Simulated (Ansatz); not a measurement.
Input

```
crystal:
  lattice:
    - [1.5988174141, 0.9230776644, 7.6724260223]
    - [-1.5988174141, 0.9230776644, 7.6724260223]
    - [0.0, -1.8461553288, 7.6724260223]
  atoms:
    - { symbol: Zr, position: [0.0, 0.0, 0.0] }
    - { symbol: Ta, position: [0.7802412396, 0.7802412396, 0.7802412396] }
    - { symbol: Ta, position: [0.2197587604, 0.2197587604, 0.2197587604] }
    - { symbol: C, position: [0.6035423947, 0.6035423947, 0.6035423947] }
    - { symbol: C, position: [0.3964576053, 0.3964576053, 0.3964576053] }
basis:
  ecutwfc: 500
kpoints:
  mp_grid: { grid: [12, 12, 12] }
  band_path:
    path:
      - [[0.0, 0.0, 0.0], [0.5, 0.5, 0.5], [0.8236835, 0.1763165, 0.5]]
      - [[0.5, -0.1763165, 0.1763165], [0.5, 0.0, 0.0], [0.0, 0.0, 0.0], [0.33815825, -0.33815825, 0.0]]
      - [[0.66184175, 0.0, 0.33815825], [0.5, 0.0, 0.5], [0.0, 0.0, 0.0]]
    npoints: 14
hamiltonian:
  xc: r2scan
scf:
  occupations: { method: gaussian, width: 0.1 }
  n_extra_bands: 12
output:
  forces: true
  stress: true
  eigenvalues: true
  populations: true
  dos: { projected: true, de: 0.02, nscf_kmesh: { grid: [15, 15, 15] } }
  bader: true
  write_density: true
  write_potential: true
  elf: true
  volumetric_format: npy
```

Command:

```sh
ansatz run input.yaml --threads 1 --pin off --max-ram 3072MiB --backend cpu --events-out ev --progress --plain --runs-dir out
```

Below, planes, directions and counts refer to the conventional cell (a = 3.20 Å, b = 3.20 Å, c = 23.02 Å, α = 90.00°, β = 90.00°, γ = 120.00°).

Space group R-3m; a structure generated by program, which may or may not match a known phase.

Level of theory: Ansatz, DFT r2SCAN, scalar-relativistic, plane waves, PAW.

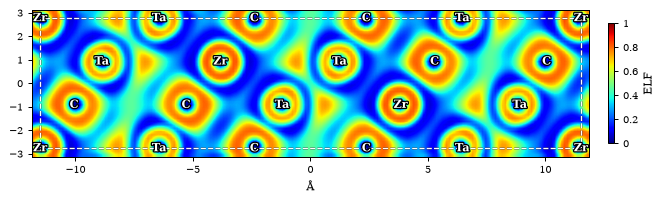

ZrTa2C2. ELF on the (110) plane of the conventional cell.

Core electrons are frozen (PAW), and the valence fields are smoothed inside the atomic spheres.

> Describe what can be read from this map.

- The section cuts through Zr, Ta and C sites.
- Ta–C (2.18 Å): the ELF peaks at about 0.80 in the valence shell of C, 0.7 Å from its nucleus, and is about 0.30 at the midpoint.
- Zr–C (2.35 Å): the ELF peaks at about 0.75 in the valence shell of C, 0.7 Å from its nucleus, and is about 0.20 at the midpoint: no localised pair shows between them.
- Ta–Ta (3.06 Å): the ELF is about 0.40 at the midpoint.
- The ELF has a maximum of about 0.75 in the space between the atoms, 1.9 Å from four Ta atoms, on no atom or two-centre bond.
- The features right at Zr and Ta lie inside the PAW spheres, where the map follows smoothed inner orbitals and isn't to be read closely.
